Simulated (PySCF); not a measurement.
## EPR calculation, with input and output: C₅H₁₁B₂O

- system: C₅H₁₁B₂O, multiplicity 2, SMILES BO[B]C1CCCC1
- method: UKS B3LYP, pcH-1 on B C H O, non-relativistic, mean-field spin-orbit, GIAO (PySCF 2.14.0)

It belongs to a series of runs on one base structure; here: H removed from B.

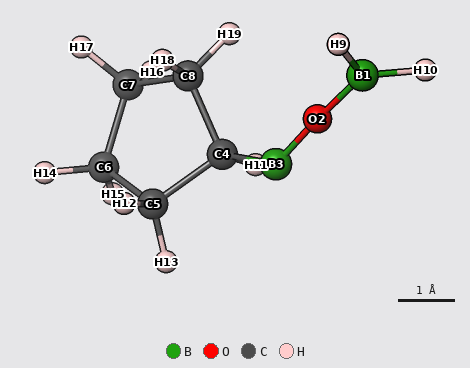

**Figure 1.** The structure (ball-and-stick view, seen at a tilt; atoms are numbered from 1 in the order of the input). Bond lengths as drawn: B–C 1.59 Å, B–H 1.18 Å, B–O 1.26 to 1.32 Å, C–C 1.53 to 1.54 Å and C–H 1.09 to 1.10 Å.

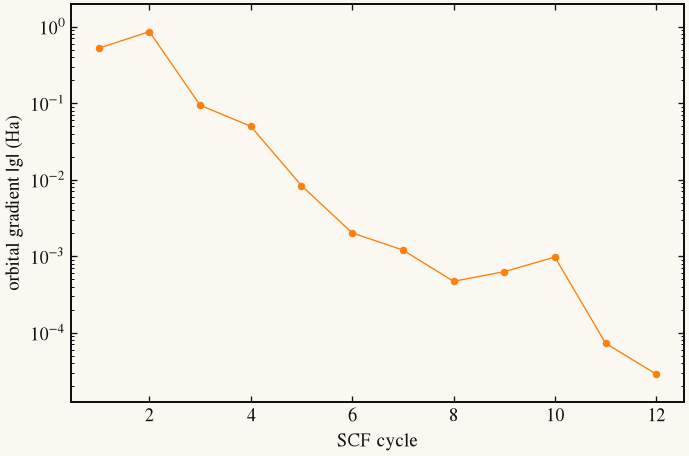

**Figure 2.** Convergence of the self-consistent field: orbital gradient |g| against the SCF cycle. All cycles printed in the log are drawn one after another.

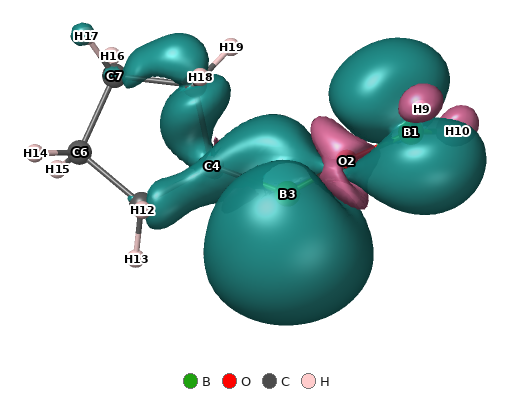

**Figure 3.** Isosurfaces of the spin density at +0.004 (teal) and −0.004 e/Å³ (pink), seen at a tilt. The unpaired spin (1 electron) lies mostly on B3 (about 0.7), B1 (about 0.1) and C4 (about 0.1), in electrons by Hirshfeld's partition.

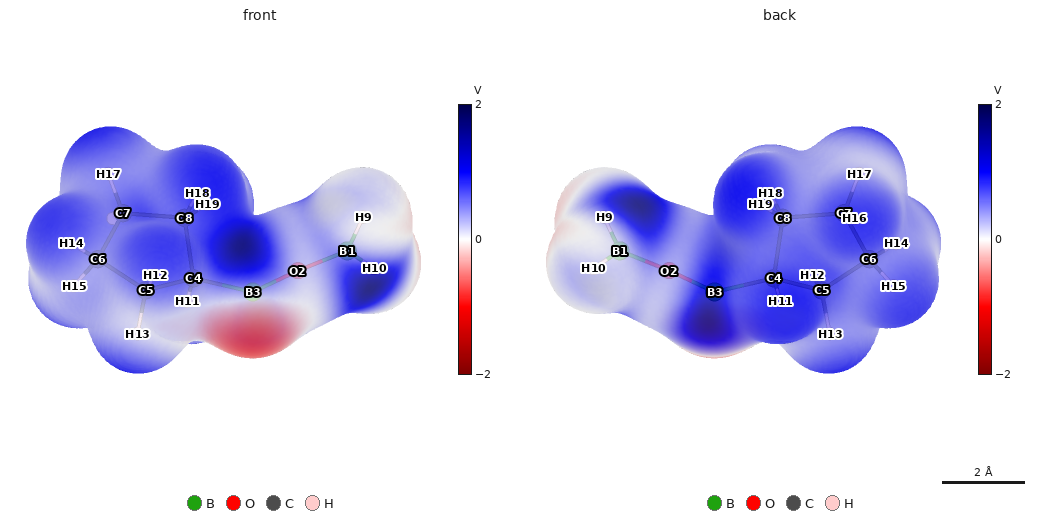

**Figure 4.** The electrostatic potential painted on the density surface at 0.004 e/bohr³, seen at a tilt and from behind; the colour scale runs from red (negative) to blue (positive). A positive charge is drawn to the negative regions and a negative charge to the positive ones.

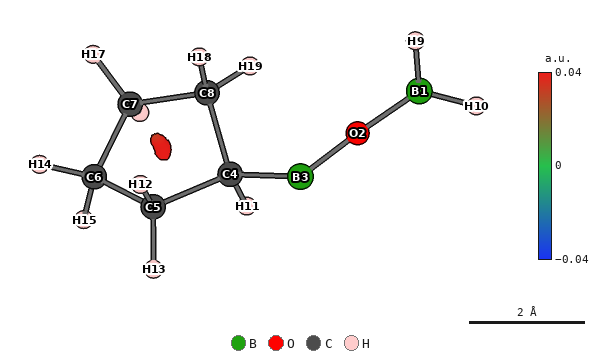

**Figure 5.** Non-covalent interaction (NCI) plot: the surface where the reduced density gradient is 0.4, for densities under 0.05 a.u., coloured by sign(λ₂)ρ; seen at a tilt.

These pictures come from the run below.

The input
```
{"job": {"kind": "epr", "basis": "pcH-1"}, "charge": 0, "multiplicity": 2}
B      3.824057     0.203658     0.335283
O      2.666704    -0.302863    -0.059429
B      1.610977    -0.871820    -0.439330
C      0.137253    -0.326934    -0.660772
C     -1.027389    -1.301005    -0.437316
C     -2.268744    -0.403877    -0.349892
C     -1.755942     0.985951     0.075927
C     -0.245070     0.830932     0.278215
H      4.093712     0.168585     1.481994
H      4.551462     0.652366    -0.476137
H      0.068785     0.041218    -1.692198
H     -0.880585    -1.831012     0.505058
H     -1.107848    -2.040324    -1.232575
H     -2.992126    -0.800717     0.361458
H     -2.760572    -0.343747    -1.321065
H     -1.952675     1.717538    -0.708827
H     -2.244782     1.335734     0.984573
H     -0.028589     0.549930     1.310426
H      0.301569     1.745641     0.052308
```

The first line tells a small driver script what to run in PySCF; the rest is the geometry in Å.

Run as:
```bash
OMP_NUM_THREADS=1 python <driver script> task.json out
```

The program's output
```
UKS, coarse grid
  cycle   1  E = -322.00044935  |g| = 5.21e-01
  cycle   2  E = -321.82597239  |g| = 8.60e-01
  cycle   3  E = -322.10915337  |g| = 9.38e-02
  cycle   4  E = -322.11178035  |g| = 4.97e-02
  cycle   5  E = -322.11295447  |g| = 8.34e-03
  cycle   6  E = -322.11300102  |g| = 2.01e-03
  cycle   7  E = -322.11300557  |g| = 1.20e-03
  cycle   8  E = -322.11300705  |g| = 4.68e-04
UKS, final grid
  cycle   1  E = -322.11305286  |g| = 6.26e-04
  cycle   2  E = -322.11305264  |g| = 9.70e-04
  cycle   3  E = -322.11305305  |g| = 7.24e-05
  cycle   4  E = -322.11305306  |g| = 2.86e-05
E = -322.11305306 Eh   <S^2> = 0.7536 (exact 0.7500)
g shifts (ppm)      1          2          3
  rmc           -99        -99        -99
  gc             21          9          4
  oz_so       -1464       -135        -55
  total       -1542       -225       -150
hyperfine (MHz)  atom isotope    a_iso     a_fc   dipolar eigenvalues
    0   11B      12.71      12.71    -10.52     -8.80     19.32
    1   17O     -32.82     -32.82     -9.37      4.04      5.33
    2   11B     338.24     338.24    -37.95    -34.11     72.05
    3   13C      66.72      66.72     -6.99     -6.05     13.04
    4   13C      11.40      11.40     -1.28     -1.10      2.38
    5   13C      -0.39      -0.39     -0.37     -0.01      0.39
    6   13C       3.77       3.77     -0.74     -0.56      1.30
    7   13C      13.72      13.72     -3.13     -2.97      6.11
    8    1H     -14.93     -14.93     -4.74     -0.78      5.52
    9    1H     -14.60     -14.60     -4.77     -0.79      5.55
   10    1H      -3.83      -3.83     -5.53     -3.28      8.81
   11    1H      -0.56      -0.56     -3.10     -2.19      5.29
   12    1H      -0.33      -0.33     -2.77     -2.02      4.79
   13    1H      -0.39      -0.39     -0.73     -0.55      1.28
   14    1H       0.06       0.06     -0.82     -0.60      1.43
   15    1H      -0.20      -0.20     -0.96     -0.72      1.68
   16    1H       5.99       5.99     -0.82     -0.53      1.36
   17    1H      -1.27      -1.27     -2.77     -1.00      3.77
   18    1H      -1.81      -1.81     -2.63     -0.78      3.41
```

Summary

```csv
quantity,value
outcome,converged
total energy,−322.113053 hartree
⟨S²⟩,0.754
isotropic g,2.0017
hardware,"1 CPU thread, shared host"
wall time,75 s
peak memory,1 GiB
```
